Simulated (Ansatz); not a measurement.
**Geometry relaxation, with input and output: Al2SiH6S (part 2 of 2)**

The same run, continued: Al2SiH6S, SMILES [AlH2][S][AlH][SiH3]; RKS PBE0-D4/def2-SVP (Ansatz 0.2.0). It belongs to a series of runs on one base structure; here: end point B relaxed.

Geometry of the input (Å):
```
Al -0.8068  1.7604  -1.6044
S  0.9541  2.0653  -0.2839
Al 0.6782  4.2963  -0.4815
Si 1.7338  5.4690  -2.1690
H  -0.6701  1.6885  -3.2162
H  -2.3073  1.6835  -0.9674
H  -0.2036  5.0966  0.6171
H  1.3864  6.8834  -2.1152
H  1.2672  4.9067  -3.5195
H  3.1976  5.2980  -2.1705
```

Trajectory as extended XYZ, continued
```
10
Properties=species:S:1:pos:R:3:forces:R:3 step=4 energy=-31982.44424
Al   -0.9066    1.6755   -1.6639   -0.0433  -0.1092  -0.0870
S     0.7591    2.1791   -0.3349    0.0112  -0.0057   0.0157
Al    0.6863    4.3713   -0.3505    0.0177   0.1225   0.0659
Si    1.7682    5.5349   -2.2178   -0.0435  -0.0044   0.0177
H    -0.6214    1.4200   -3.2025   -0.0028  -0.0067   0.0179
H    -2.3628    1.5494   -1.0501   -0.0004   0.0111  -0.0109
H    -0.0825    5.1011    0.8351    0.0511   0.0001  -0.0010
H     1.5104    7.0108   -2.1983    0.0131  -0.0050  -0.0111
H     1.2280    4.9879   -3.5056    0.0070   0.0072  -0.0186
H     3.2508    5.3177   -2.2223   -0.0100  -0.0098   0.0115
10
Properties=species:S:1:pos:R:3:forces:R:3 step=7 energy=-31982.49087
Al   -0.8668    1.6240   -1.7823    0.0201   0.0277  -0.2993
S     0.5564    2.2770   -0.2267   -0.1511  -0.0599  -0.0511
Al    0.6857    4.4687   -0.2243   -0.0063   0.2262   0.3859
Si    1.6341    5.5352   -2.2204   -0.0045   0.0090  -0.0339
H    -0.3368    1.0710   -3.2099   -0.1257   0.1149   0.4519
H    -2.4293    1.7125   -1.4306    0.2459  -0.0258  -0.0797
H     0.3625    5.2431    1.1690    0.1057  -0.2565  -0.4129
H     1.5248    7.0326   -2.2355   -0.0019  -0.0774   0.0084
H     1.0040    5.0080   -3.4779    0.0086   0.0090   0.0355
H     3.0949    5.1755   -2.2721   -0.0909   0.0328  -0.0049
10
Properties=species:S:1:pos:R:3:forces:R:3 step=9 energy=-31982.57718
Al   -0.8159    1.7330   -1.8497    0.0227  -0.1099   0.0181
S     0.3759    2.2883   -0.0686   -0.1355   0.0556  -0.1168
Al    0.7437    4.4503   -0.1430    0.0251  -0.0353   0.1061
Si    1.5425    5.4755   -2.2202   -0.0306  -0.0557  -0.0368
H    -0.1372    1.0334   -3.1168   -0.0401   0.1307   0.1717
H    -2.3993    1.9029   -1.7284    0.1652   0.0476  -0.0649
H     0.6511    5.2274    1.2462    0.0360  -0.0715  -0.0875
H     1.3792    6.9612   -2.2554   -0.0204   0.0352  -0.0072
H     0.8811    4.9002   -3.4397   -0.0111  -0.0010   0.0253
H     3.0085    5.1754   -2.3351   -0.0113   0.0042  -0.0082
10
Properties=species:S:1:pos:R:3:forces:R:3 step=12 energy=-31982.68310
Al   -0.7251    1.9329   -1.8833    0.0730   0.0466   0.1752
S    -0.0035    2.3482    0.1863   -0.1026   0.2263  -0.2950
Al    0.7754    4.3915   -0.0339    0.2065  -0.1770   0.1587
Si    1.4160    5.3115   -2.2235   -0.0979  -0.0351  -0.0705
H     0.2880    1.4160   -2.9928   -0.0354   0.0342   0.0647
H    -2.2884    2.0868   -2.1430    0.1143  -0.0026  -0.0086
H     1.0890    5.1644    1.3237   -0.0721  -0.0552  -0.0673
H     1.1398    6.7828   -2.3323   -0.0033  -0.0696  -0.0029
H     0.6565    4.6154   -3.3222    0.0368   0.0477  -0.0053
H     2.8818    5.0982   -2.4896   -0.1194  -0.0152   0.0510
10
Properties=species:S:1:pos:R:3:forces:R:3 step=15 energy=-31982.75653
Al   -0.6083    2.1128   -1.8980   -0.0200   0.3102  -0.0036
S    -0.3324    2.4930    0.2867    0.0684   0.1207  -0.2138
Al    0.8559    4.3218    0.0598   -0.0059  -0.1287   0.0878
Si    1.2579    5.1628   -2.2199    0.0661  -0.0048  -0.0157
H     0.6385    1.6377   -2.7676   -0.0961  -0.0680   0.1069
H    -2.0659    2.3455   -2.5210    0.2122  -0.1055   0.1078
H     1.4344    5.0512    1.3585   -0.1024  -0.1051  -0.1203
H     0.9277    6.6183   -2.3501   -0.0097  -0.0118   0.0009
H     0.4272    4.4310   -3.2431   -0.0342  -0.0055   0.0424
H     2.6946    4.9737   -2.6160   -0.0785  -0.0015   0.0077
10
Properties=species:S:1:pos:R:3:forces:R:3 step=18 energy=-31982.86201
Al   -0.4203    2.4590   -2.0011    0.1065  -0.1628  -0.1747
S    -0.4748    2.6116    0.2393    0.0611   0.1153  -0.0414
Al    0.9042    4.2740    0.1644   -0.0297  -0.0303   0.0339
Si    1.1761    5.0309   -2.1630    0.2703   0.0376   0.0259
H     0.8598    1.7123   -2.6182   -0.1744   0.0958   0.0879
H    -1.7916    2.6593   -2.7741    0.0156  -0.0403   0.0213
H     1.5525    4.9697    1.4254    0.0156  -0.0006   0.0382
H     0.7479    6.4472   -2.4055   -0.0422  -0.0829  -0.0374
H     0.1678    4.1894   -2.9516    0.0105   0.0703  -0.0165
H     2.5079    4.7942   -2.8262   -0.2333  -0.0022   0.0627
10
Properties=species:S:1:pos:R:3:forces:R:3 step=21 energy=-31982.88261
Al   -0.4264    2.4531   -2.0503    0.0373   0.0133   0.0057
S    -0.4821    2.6849    0.1898   -0.0462  -0.0212  -0.0008
Al    0.9318    4.3080    0.1993    0.0315   0.0194  -0.0136
Si    1.2032    5.0546   -2.1273   -0.0132  -0.0080   0.0060
H     0.8568    1.7123   -2.6253   -0.0169  -0.0034  -0.0031
H    -1.8077    2.5748   -2.8186    0.0050  -0.0123   0.0056
H     1.5816    4.9451    1.4928    0.0003  -0.0040  -0.0023
H     0.7449    6.4428   -2.4468    0.0019   0.0038  -0.0042
H     0.1538    4.2029   -2.8650   -0.0027   0.0097   0.0067
H     2.4736    4.7693   -2.8592    0.0030   0.0027   0.0000
10
Properties=species:S:1:pos:R:3:forces:R:3 step=23 energy=-31982.88322
Al   -0.4205    2.4578   -2.0503   -0.0051  -0.0072   0.0037
S    -0.4974    2.6954    0.1882    0.0016   0.0105  -0.0013
Al    0.9335    4.3072    0.1991   -0.0059  -0.0121  -0.0018
Si    1.2011    5.0552   -2.1266   -0.0009   0.0003  -0.0004
H     0.8611    1.7136   -2.6232    0.0035   0.0066   0.0061
H    -1.8015    2.5626   -2.8210    0.0017  -0.0027  -0.0036
H     1.5906    4.9366    1.4923    0.0036  -0.0011  -0.0006
H     0.7469    6.4444   -2.4477   -0.0014   0.0020   0.0018
H     0.1458    4.2078   -2.8614    0.0018   0.0053   0.0006
H     2.4698    4.7670   -2.8602    0.0012  -0.0015  -0.0046
10
Properties=species:S:1:pos:R:3:forces:R:3 step=26 energy=-31982.88531
Al   -0.4213    2.4780   -2.0383    0.0113  -0.0067  -0.0157
S    -0.6074    2.7772    0.1857    0.0387   0.0344  -0.0096
Al    0.9409    4.2840    0.1896   -0.0363  -0.0334   0.0255
Si    1.1911    5.0474   -2.1331   -0.0053  -0.0277  -0.0295
H     0.9358    1.8020   -2.5280   -0.0320   0.0105   0.0154
H    -1.7658    2.4749   -2.8810    0.0253  -0.0045   0.0170
H     1.6706    4.8538    1.4726   -0.0071  -0.0047  -0.0105
H     0.7563    6.4501   -2.4230    0.0007   0.0044   0.0082
H     0.0943    4.2363   -2.8529    0.0104   0.0227   0.0004
H     2.4349    4.7439   -2.9023   -0.0058   0.0049  -0.0012
10
Properties=species:S:1:pos:R:3:forces:R:3 step=29 energy=-31982.88595
Al   -0.4164    2.4908   -2.0331   -0.0035  -0.0124  -0.0059
S    -0.6376    2.8013    0.1846    0.0020   0.0041   0.0063
Al    0.9408    4.2723    0.1864   -0.0058  -0.0052   0.0007
Si    1.1889    5.0367   -2.1388    0.0034   0.0020   0.0022
H     0.9571    1.8333   -2.4947    0.0028   0.0042   0.0015
H    -1.7454    2.4482   -2.8947   -0.0029   0.0016   0.0021
H     1.6853    4.8323    1.4640    0.0011   0.0005   0.0004
H     0.7651    6.4485   -2.4020    0.0008   0.0035  -0.0008
H     0.0720    4.2527   -2.8559    0.0006   0.0006  -0.0043
H     2.4197    4.7315   -2.9265    0.0016   0.0011  -0.0022
```

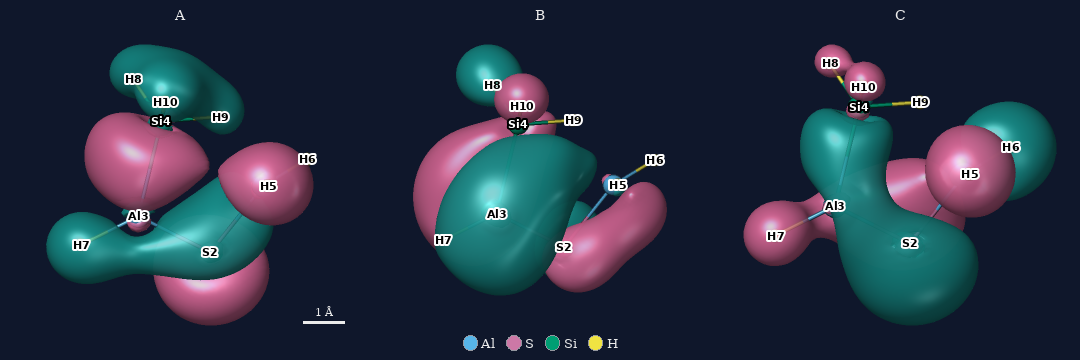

**Figure 1.** Three frontier orbitals at ±0.06 Å⁻³ᐟ² (teal and pink are the two phases). A is the HOMO−1 (−7.86 eV). It lies mainly on S2 (40 %), Si4 (25 %) and Al3 (15 %). C is the HOMO (−7.47 eV). B is the LUMO (−2.13 eV). It lies mainly on Al3 (55 %), Si4 (15 %) and S2 (10 %). The HOMO–LUMO gap is 5.34 eV between the orbital energies.

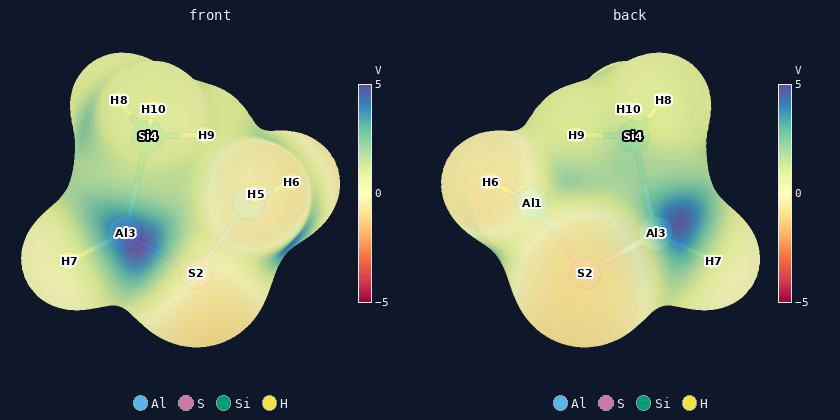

**Figure 2.** The electrostatic potential painted on the density surface at 0.004 e/bohr³, seen face on and from behind; the colour scale runs from red (negative) to blue (positive).

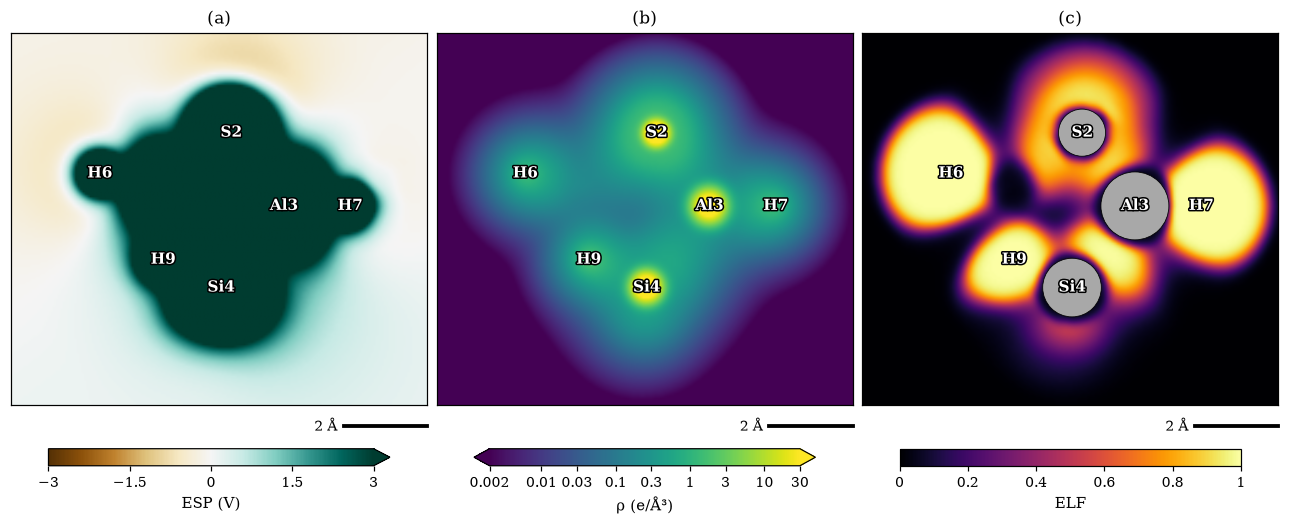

**Figure 3.** (a) electrostatic potential; (b) electron density; (c) electron localisation function on the plane of atoms Al3, Si4 and H9. Grey discs, where drawn, cover atomic cores. The section cuts through S, Al, Si and H sites. Al–S (2.16 Å): ρ is about 0.68 e/Å³ halfway; the ELF peaks at about 0.90 in the valence shell of S, 0.9 Å from its nucleus, and is about 0.85 at the midpoint. Al–H (1.58 Å): ρ is about 0.54 e/Å³ halfway; the ELF climbs to about 1 towards the hydrogen, as it does in any bond to H.
